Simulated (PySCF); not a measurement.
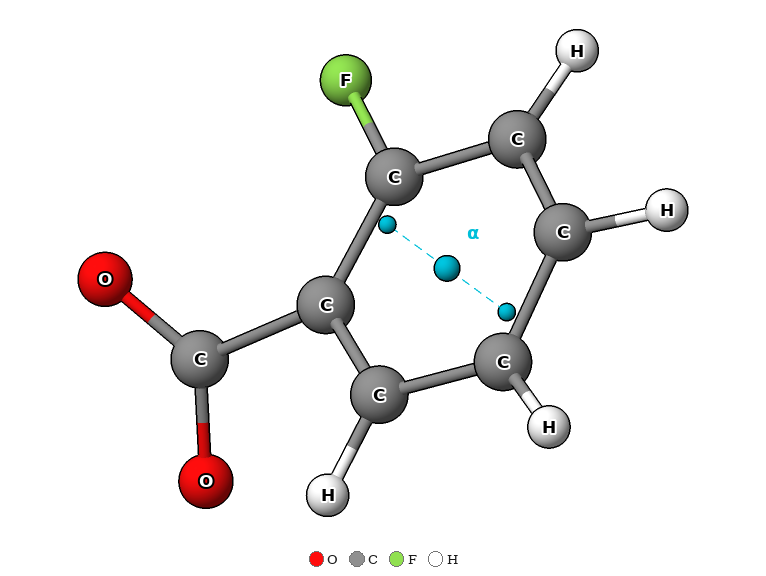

The small points mark where nucleus-independent chemical shifts (NICS) were computed: at the centre of each lettered ring and 1 Å above and below it. Charge −1, singlet. Geometry: a frame of a GFN2-xTB molecular-dynamics simulation, not a minimum. Level of theory: GIAO PBE0/pcSseg-1 NMR shielding, non-relativistic, gas phase (PySCF 2.14.0).

Give NICS(0), NICS(1) and the out-of-plane component NICS(1)zz for each ring (means of the two sides).

```
ring  members  NICS(0)  NICS(1)  NICS(1)zz
   α       C6    −10.3    −11.1      −26.5
```

Values in ppm.

> What do the values say about the ring currents?

Ring α: diatropic, as in an aromatic ring. NICS is one index among several.
